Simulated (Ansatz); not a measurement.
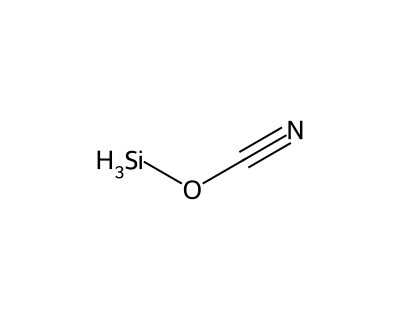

Structural formula above. Computed geometry: PBE-D4/def2-SVP optimisation. No frequency run is at hand to confirm it as a minimum.

Describe the 3D structure.

It has 7 atoms: 1 carbon, 3 hydrogen, 1 nitrogen, 1 oxygen and 1 silicon (CH₃NOSi). SMILES: `N#CO[SiH3]`. It has no ring. Among its groups: nitrile, Si–H bond, Si–O bond. Coordination: 1 C linear; 1 O bent; 1 Si tetrahedral.

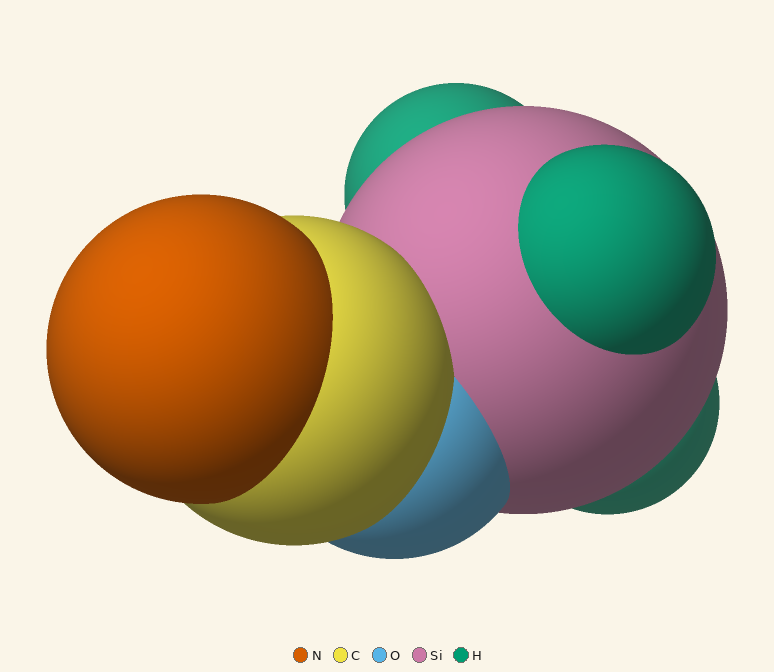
